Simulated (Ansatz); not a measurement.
Run report: HF, molecular dynamics

HF (disordered cell, 16 atoms in the cell), set up with DFT PBE-D3(BJ), scalar-relativistic, plane waves, PAW (Ansatz 0.2.0).

One setting was made poor on purpose. It belongs to a series of runs on one base structure; here: an input spoilt on purpose.

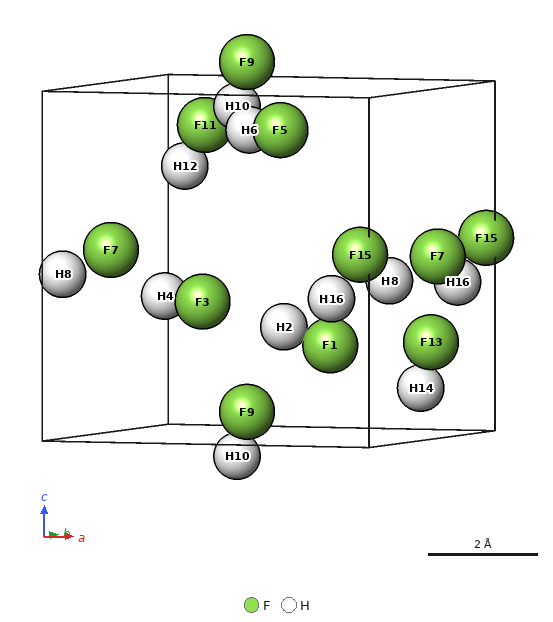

Figure 1. The starting structure (spheres-only view of the cell of the calculation, seen at an oblique angle; atoms are numbered from 1 in the order of the input).

## The input
```yaml
accuracy: low
crystal:
  lattice:
    - [6.479224, 0.0, 0.0]
    - [0.0, 6.479224, 0.0]
    - [0.0, 0.0, 6.479224]
  atoms:
    - { symbol: F, position: [0.73082254, 0.39051114, 0.26846117] }
    - { symbol: H, position: [0.60159281, 0.35784804, 0.3207409] }
    - { symbol: F, position: [0.38408865, 0.27612428, 0.39266293] }
    - { symbol: H, position: [0.2445307, 0.33711278, 0.40302996] }
    - { symbol: F, position: [0.71281535, 1.04215176, 0.90023665] }
    - { symbol: H, position: [0.58853729, 1.11594271, 0.89515863] }
    - { symbol: F, position: [1.05754215, 0.39626074, 0.52853693] }
    - { symbol: H, position: [0.92146659, 0.3655647, 0.45794856] }
    - { symbol: F, position: [0.38297785, 0.6318936, 1.06041595] }
    - { symbol: H, position: [0.33073764, 0.6879406, 0.93003547] }
    - { symbol: F, position: [0.14453944, -0.08446794, 0.86244073] }
    - { symbol: H, position: [0.06464316, -0.03676851, 0.74134382] }
    - { symbol: F, position: [0.85865077, 0.8582275, 0.25728789] }
    - { symbol: H, position: [0.81572431, 0.88779339, 0.12397505] }
    - { symbol: F, position: [-0.04324617, 0.04145761, 0.54873073] }
    - { symbol: H, position: [-0.10568425, -0.02386893, 0.4247547] }
basis:
  ecutwfc: 420.0
kpoints:
  mp_grid: { grid: [1, 1, 1] }
hamiltonian:
  xc: pbe
  dispersion: d3bj
scf:
  occupations: { method: fermi_dirac, width: 0.05 }
  lower_state_search: "off"
  max_iter: 72
md:
  timestep: 0.5
  n_steps: 25
  ensemble: nve
  temperature: 700.0
  initial_velocities: maxwell_boltzmann
  seed: 382683
  temperature_schedule: [{ n_steps: 10, end_temperature: 100.0 }]
```

Run on 1 thread of Intel Xeon (Granite Rapids), 16 GiB of memory available, shared host.

Launch command:
```bash
ansatz run input.yaml --threads 1 --pin off --max-ram 3072MiB --backend cpu --events-out ev --progress --plain --runs-dir out
```

## What the program printed
```
Error: invalid value for `md.temperature_schedule`: only applies to ensemble: nvt_langevin, nvt_nose_hoover or npt_langevin, whose set-point it moves — drop it or switch ensemble
```

## What the run reported

| quantity | value |
| --- | --- |
| outcome | refused by the program |

## What went wrong

The program refused the input: “invalid value for `md.temperature_schedule`: only applies to ensemble: nvt_langevin, nvt_nose_hoover or npt_langevin, whose set-point it moves — drop it or switch ensemble” A deliberately poor setting: bad input. The input asks for low accuracy.
